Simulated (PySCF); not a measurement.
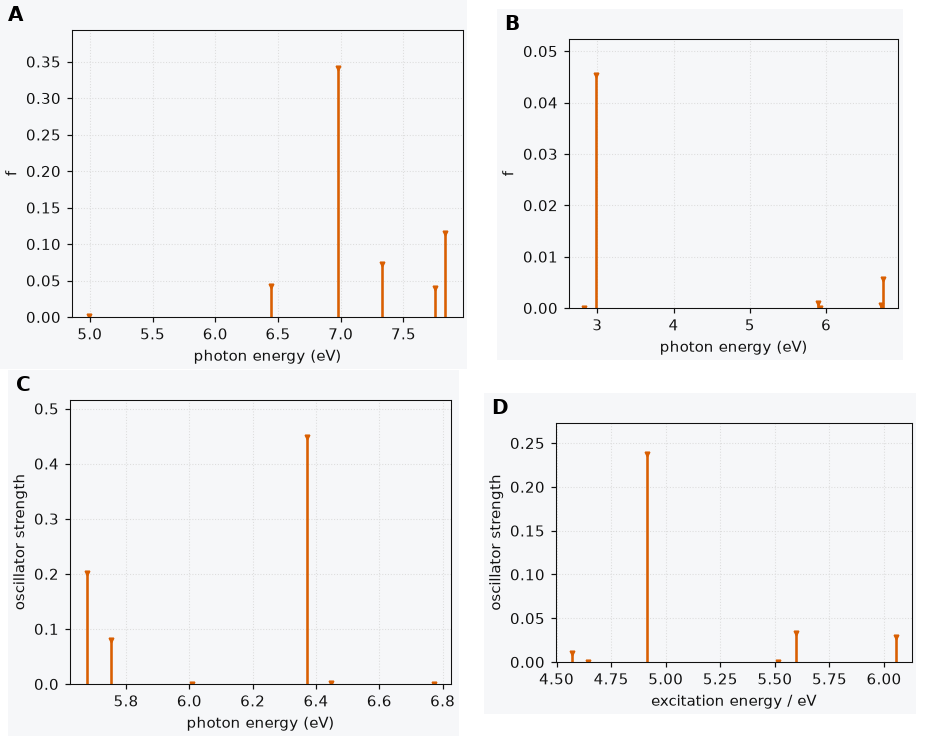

Vertical TDDFT excitations, PBE0/def2-SVPD with PySCF 2.14.0, at a GFN2-xTB geometry (no frequency check), gas phase. Each panel shows the lowest singlet states that were computed.

Question: Which panel belongs to which molecule?
1. C₆H₃F₃O, SMILES FC(F)=C(F)c1ccoc1
2. C₆H₉⁺, SMILES C#CC[C+](C)C
3. C₄H₇NO, SMILES C/N=C/[C@@H]1CO1
4. C₇H₈Se (selenoanisole), SMILES C[Se]c1ccccc1

Answer: A: 3 (S1 at 5.00 eV, brightest at 6.98 eV)
B: 2 (S1 at 2.82 eV, brightest at 2.99 eV)
C: 1 (S1 at 5.68 eV, brightest at 6.37 eV)
D: 4 (S1 at 4.57 eV, brightest at 4.92 eV)

Caveats, for all or some of the runs: core orbitals are frozen in the response; one conformer of a flexible molecule; spin-orbit coupling is left out, and with Se it can shift these levels and split any degenerate set; states above the negative HOMO energy depend on the basis; the tight-binding geometry is rougher than a DFT one and adds to the error.
